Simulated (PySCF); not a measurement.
# doublet CH5Ga−: levels of theory compared

Aim: a comparison of 6 runs (U-r2SCAN/def2-SVPD, U-wB97M-V/def2-SVPD, UBHLYP/def2-SVPD, UM06-2X/def2-SVPD, UM06-L/def2-SVPD, UTPSS/def2-SVPD) of doublet CH5Ga−. The job is set up through a Python script.

The results are computed with PySCF 2.14.0.

1 further run of the same task is left out (set aside as unsound or not needed).

## Step 1: The system as given

The species is CH5Ga− (7 atoms), meant as a doublet with charge -1. As SMILES of the parent species, `[CH3][GaH2]`. The shape is that of a PBE0-D4/def2-TZVP optimisation. That shape belongs to the parent species and isn't relaxed for this state.

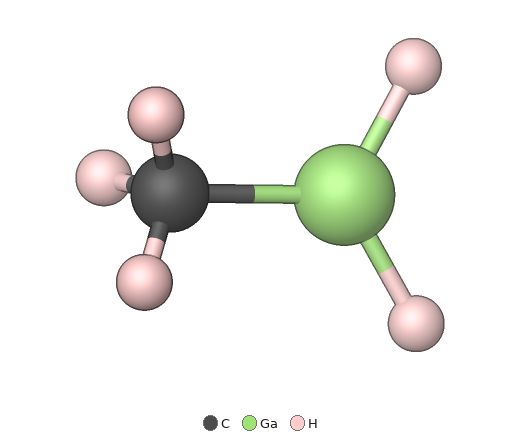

The structure, seen from a chosen angle (carbon dark grey, gallium green, hydrogen pink).

## Step 2: A single-point energy at U-r2SCAN/def2-SVPD (run 1)

The input, start.xyz:

```xyz
7
CH5Ga
C     -0.632400    -0.456000    -0.459400
Ga     0.757000     0.507000     0.544700
H     -1.177800     0.260300    -1.083600
H     -0.216500    -1.221000    -1.115900
H     -1.362100    -0.913700     0.211700
H      0.374300     1.328300     1.832400
H      2.257500     0.495000     0.070100
```

The input, calc.py:

```python
from pyscf import gto, dft

molecule = gto.M(
    atom='start.xyz',
    charge=-1,
    max_memory=1860,
    verbose=3,
    spin=1,
    basis='def2-svpd',
)

mf = dft.UKS(molecule, xc='r2scan')
mf.grids.level = 5
mf.conv_tol = 1e-10
mf.kernel()
if not mf.converged:
    mf = mf.newton().run(mf.mo_coeff, mf.mo_occ)

e_final = mf.e_tot
print('Final energy', e_final)
```

Command:

```
OMP_NUM_THREADS=1 python calc.py
```

Log:

```text
WARN: HOMO -0.0955228431345505 >= LUMO -0.0955228431345487

converged SCF energy = -1965.6264596182  <S^2> = 0.75740973  2S+1 = 2.007396
Final energy -1965.626459618204
```

Run time: 75 s. Hardware: 1 thread of Arm Neoverse V1, shared host; peak memory 0.55 GiB.

## Step 3: A single-point energy at U-wB97M-V/def2-SVPD (run 2)

The input, input.py:

```python
from pyscf import gto, dft

mol = gto.M(
    atom='''
C     -1.195063    -0.861715    -0.868140
Ga     1.430523     0.958091     1.029334
H     -2.225719     0.491896    -2.047707
H     -0.409126    -2.307356    -2.108745
H     -2.573996    -1.726643     0.400055
H      0.707324     2.510123     3.462734
H      4.266057     0.935414     0.132470
''',
    max_memory=1860,
    charge=-1,
    unit='bohr',
    verbose=4,
    basis='def2-svpd',
    spin=1,
)

ks = dft.UKS(mol)
ks.xc = 'wb97m-v'
ks.grids.level = 5
ks.conv_tol = 1e-10
ks.nlcgrids.level = 1
ks.kernel()
if not ks.converged:
    ks = ks.newton().run(ks.mo_coeff, ks.mo_occ)

e_tot = ks.e_tot
print(f'total energy: {e_tot:.8f} hartree')
```

Command:

```
OMP_NUM_THREADS=1 python input.py
```

Log:

```text
PySCF version 2.14.0

[... 66 lines left out ...]
WARN: HOMO -0.0276320853900254 >= LUMO -0.0276320853900258
[... 58 lines left out ...]
converged SCF energy = -1965.51069645772  <S^2> = 0.75312338  2S+1 = 2.0031209
total energy: -1965.51069646 hartree
```

Run time: 2.3 min. Hardware: 1 thread of Arm Neoverse V1, shared host; peak memory 0.56 GiB.

Run 3 isn't shown in full; the table further down has it.

## Step 4: The energy at UM06-2X/def2-SVPD (run 4)

The input, job.py:

```python
from pyscf import gto, dft

molecule = gto.M(
    atom='''
C       -0.632400      -0.456000      -0.459400
Ga       0.757000       0.507000       0.544700
H       -1.177800       0.260300      -1.083600
H       -0.216500      -1.221000      -1.115900
H       -1.362100      -0.913700       0.211700
H        0.374300       1.328300       1.832400
H        2.257500       0.495000       0.070100
''',
    spin=1,
    verbose=4,
    basis='def2-svpd',
    max_memory=1860,
    charge=-1,
)

myscf = dft.UKS(molecule)
myscf.xc = 'm06-2x'
myscf.grids.level = 5
myscf.conv_tol = 1e-10
myscf.kernel()
if not myscf.converged:
    myscf = myscf.newton().run(myscf.mo_coeff, myscf.mo_occ)

e_tot = myscf.e_tot
print('Final energy', e_tot)
```

Command:

```
OMP_NUM_THREADS=1 python job.py
```

Log:

```text
PySCF version 2.14.0

[... 57 lines left out ...]
WARN: HOMO -0.046468603824938 >= LUMO -0.0464686038249393
[... 46 lines left out ...]
converged SCF energy = -1965.62393510598  <S^2> = 0.75558262  2S+1 = 2.0055748
Final energy -1965.6239351059762
```

It took 71 s on 1 thread of Arm Neoverse V1, shared host; peak memory 0.55 GiB.

Run 5 isn't shown in full; the table further down has it.

## Step 5: A single-point energy at UTPSS/def2-SVPD (run 6)

The input, run.py:

```python
from pyscf import gto, dft

system = gto.Mole()
system.atom = '''
C     -0.632400    -0.456000    -0.459400
Ga     0.757000     0.507000     0.544700
H     -1.177800     0.260300    -1.083600
H     -0.216500    -1.221000    -1.115900
H     -1.362100    -0.913700     0.211700
H      0.374300     1.328300     1.832400
H      2.257500     0.495000     0.070100
'''
system.max_memory = 1860
system.basis = 'def2-svpd'
system.charge = -1
system.verbose = 3
system.spin = 1
system.build()

mf = dft.UKS(system)
mf.xc = 'tpss'
mf.grids.level = 5
mf.conv_tol = 1e-10
mf.kernel()
if not mf.converged:
    mf = mf.newton().run(mf.mo_coeff, mf.mo_occ)

etot = mf.e_tot
print('E = %.10f Eh' % etot)
```

Command:

```
OMP_NUM_THREADS=1 python run.py
```

Log:

```text
WARN: HOMO -0.0933148494485616 >= LUMO -0.0933148494485612

converged SCF energy = -1965.66755807676  <S^2> = 0.75373634  2S+1 = 2.0037329
E = -1965.6675580768 Eh
```

It took 77 s on 1 thread of Arm Neoverse V1, shared host; peak memory 0.55 GiB.

## Step 6: All runs side by side

```csv
run,level,nlc grid,energy (Eh),HOMO energy (eV),LUMO energy (eV),⟨S²⟩,wall time
1,U-r2SCAN/def2-SVPD,–,-1965.626460,2.56,4.19,0.757,75 s
2,U-wB97M-V/def2-SVPD,1,-1965.510696,0.49,4.65,0.753,2.3 min
3,UBHLYP/def2-SVPD,–,-1965.596937,1.63,4.42,0.754,36 s
4,UM06-2X/def2-SVPD,–,-1965.623935,1.36,2.90,0.756,71 s
5,UM06-L/def2-SVPD,–,-1965.588054,2.93,3.28,0.752,75 s
6,UTPSS/def2-SVPD,–,-1965.667558,2.76,3.68,0.754,77 s
```

## Step 7: Outcome

| quantity | value |
| --- | --- |
| run 6: total energy | -1965.66756 Eh |
| run 6: HOMO energy (highest over α and β) | 2.76 eV |
| run 6: LUMO energy (lowest over α and β) | 3.68 eV |
| run 6: ⟨S²⟩ | 0.754 |

In words: Totals of different functionals can't be ranked against each other. In runs 1, 2, 3, 4, 5, 6 the HOMO lies above zero, so the outermost electron may be held by the basis alone. All runs together took 7.9 min, the longest 2.3 min.
